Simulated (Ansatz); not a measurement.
Strength of the C–Si bond: C2H10OSi2 → C2H7OSi + SiH3

Gas-phase species: C2H10OSi2 `O[SiH2]CC[SiH3]`, singlet; C2H7OSi `[CH2]C[SiH2]O`, doublet; SiH3 (silyl radical) `[SiH3]`, doublet. The bond broken is the one whose loss leaves C2H7OSi `[CH2]C[SiH2]O`, relaxed to its own shape; its unpaired electron may spread away from that site.

Shapes, held fixed at every level: PBE0-D4/def2-TZVP. Flexible molecules stand in one conformer, not always the lowest. Programs: Ansatz 0.2.0. The zero-point and thermal change to 298 K, harmonic and unscaled (PBE0-D4/def2-TZVP), is -16.7 kJ/mol.

```json
{"level": "HF/def2-SVP", "kind": "Hartree–Fock", "ΔH(298 K) (kJ/mol)": "+234.4", "less CCSD(T)/CBS estimate": "-110.9"}
{"level": "SPW92/def2-TZVPP", "kind": "LDA", "ΔH(298 K) (kJ/mol)": "+378.2", "less CCSD(T)/CBS estimate": "+32.9"}
{"level": "r2SCAN-D4/def2-TZVPP", "kind": "meta-GGA", "ΔH(298 K) (kJ/mol)": "+309.6", "less CCSD(T)/CBS estimate": "-35.7"}
{"level": "wB97X-V/def2-TZVPP", "kind": "range-separated hybrid", "ΔH(298 K) (kJ/mol)": "+346.3", "less CCSD(T)/CBS estimate": "+1.0"}
{"level": "CCSD(T)/def2-SVP", "kind": "coupled cluster or CI", "ΔH(298 K) (kJ/mol)": "+328.0", "less CCSD(T)/CBS estimate": "-17.3"}
{"level": "CCSD(T)/def2-TZVPP", "kind": "coupled cluster or CI", "ΔH(298 K) (kJ/mol)": "+335.1", "less CCSD(T)/CBS estimate": "-10.2"}
{"level": "CCSD(T)/CBS estimate", "kind": "coupled cluster or CI", "ΔH(298 K) (kJ/mol)": "+345.3", "less CCSD(T)/CBS estimate": "0.0"}
```

The highest level, CCSD(T)/CBS estimate, gives ΔH(298 K) = +345.3 kJ/mol; the levels span +234.4 to +378.2. The column of differences is taken from that level and isn't an error. Hartree–Fock misses the correlation of the pair that is broken and comes out low. No measured value is set beside it here. Open shells run unrestricted. The CBS estimate extrapolates MP2 from def2-TZVPP and def2-QZVPP and adds CCSD(T) − MP2 in the triple-zeta set, cores frozen.

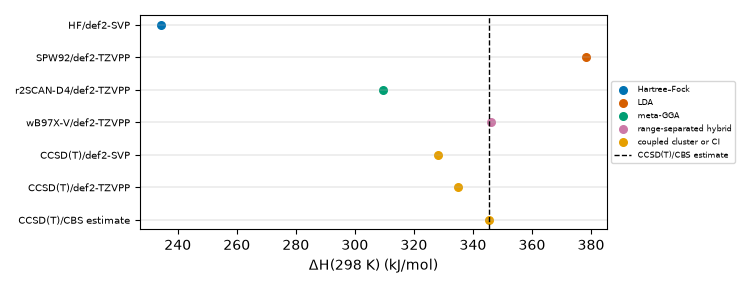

The values of the table, level by level.
